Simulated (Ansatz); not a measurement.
# TiAl under a change: Al → Hf

The parent structure is TiAl (space group P4/mmm, No. 123; a = 2.797 Å, c = 4.032 Å).

One thing is altered: Hf takes the place of Al on all its sites, then cell and atoms are relaxed.

Level of theory: PBEsol/PAW in Ansatz (a first-principles code), spin-orbit coupling left out. Settings: 15×15×11 k-points, 0.05 eV Fermi–Dirac smearing, for the changed cell.

```json
{
 "volume_per_atom": "19.16 Å³ (base 15.78 Å³)",
 "density": "9.81 g/cm³ (base 3.94 g/cm³)",
 "lattice_parameter_a": "3.039 Å (base 2.797 Å)",
 "c/a ratio": "1.365 (base 1.442)",
 "space_group": "P4/mmm (No. 123) (base P4/mmm (No. 123))",
 "shortest_interatomic_distance": "2.987 Å (base 2.797 Å)",
 "band_gap": "zero (base zero)"
}
```

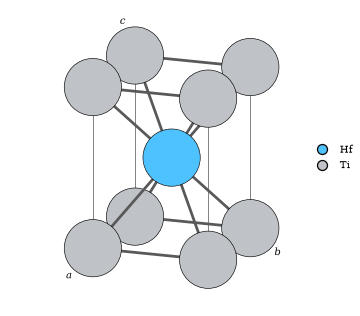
Figure: The relaxed conventional cell after the change

Whether these cells are dynamically stable was not tested. As relaxed here, HfTi is a hypothetical phase, not in the database extracts checked. All final runs are without spin polarisation. HfTi has a high density of states at the Fermi level and may be magnetic at this level.
